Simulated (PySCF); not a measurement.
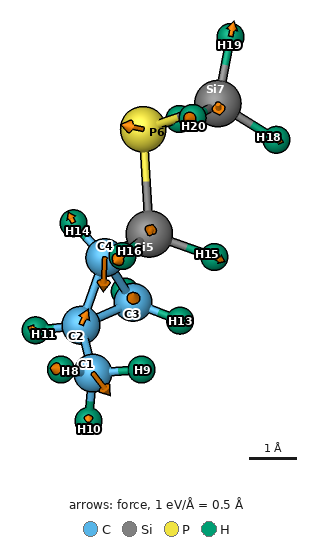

Starting geometry of C₄H₁₃PSi₂ with the computed forces as orange arrows. A ball-and-stick model, seen from a free direction.

The start comes from GFN2-xTB. Its atoms were then displaced at random by about 0.01 Å.

Computed with PBE0-D3(BJ)/def2-SVP geometry optimisation, gas phase in PySCF. 

Question: Is this structure relaxed? If not, where do the atoms go?

Answer: It isn't relaxed: the largest force vector, on a C atom, is 1.77 eV/Å. The final displacements have little in common with the starting forces (cosine between the two patterns 0.01). The largest move after the best rigid fit is that of an H atom, 0.81 Å. By element the largest moves are H 0.81 Å, P 0.40 Å, Si 0.37 Å, C 0.33 Å. Near-neighbour distances that change, for instance: H–P 1.379 → 1.430 Å, H–Si 1.448 → 1.496 Å, P–Si 2.232 → 2.267 Å, C–C 1.546 → 1.514 Å. Bond angles that change, for instance: Si–P–Si 102.5° → 97.2°, Si–C–H 117.3° → 112.4°, H–Si–H 112.7° → 109.0°. Groups turn about C–Si by about 30°. After 13 geometry steps the energy has fallen by 22.6 kJ/mol. The run took 9.4 min on 1 thread of Intel(R) Xeon(R) Processor @ 2.50GHz (shared host).
